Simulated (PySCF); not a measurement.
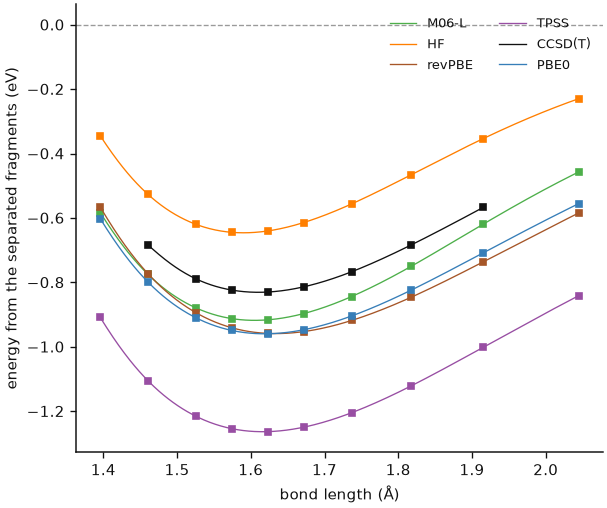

Bond curves of AlH⁺, doublet (excess alpha electrons: σ +1), def2-TZVPPD (non-relativistic), PySCF 2.14.0: energy from the separated fragments (atoms in their ground configurations, no counterpoise). One reference determinant with the occupation held, the lowest that a PBE0 search over spins and occupations found; no spin-orbit coupling. Splines pass through the computed points, which are marked. References: UKS for PBE0, revPBE, TPSS and M06-L; UHF for HF and CCSD(T). Spin contamination grows along the curve for HF. The fragments are Al⁺ + H.

### Which curve follows CCSD(T) best, and which worst?

Best M06-L, worst TPSS; largest departures, offsets in depth included: M06-L 0.09, PBE0 0.14, revPBE 0.17, HF 0.22, TPSS 0.44 eV, over the shared points. CCSD(T) is in the same finite basis, not at its limit.

### Order the curves at 1.82 Å.

TPSS −1.12, revPBE −0.85, PBE0 −0.82, M06-L −0.75, CCSD(T) −0.68, HF −0.47 eV, from lowest to highest.

### Give the values at the computed points that all curves share.

In eV:
```
bond length (Å)  M06-L     HF  revPBE   TPSS  CCSD(T)   PBE0
           1.46  −0.78  −0.53   −0.77  −1.11    −0.68  −0.80
           1.53  −0.88  −0.62   −0.89  −1.22    −0.79  −0.91
           1.57  −0.91  −0.64   −0.94  −1.25    −0.82  −0.95
           1.62  −0.92  −0.64   −0.96  −1.26    −0.83  −0.96
           1.67  −0.90  −0.61   −0.95  −1.25    −0.81  −0.95
           1.74  −0.84  −0.56   −0.92  −1.20    −0.77  −0.90
           1.82  −0.75  −0.47   −0.85  −1.12    −0.68  −0.82
           1.92  −0.62  −0.35   −0.74  −1.00    −0.57  −0.71
```

Caveats, for all or some of the runs: lowest determinant of a PBE0 search, another state may lie lower.
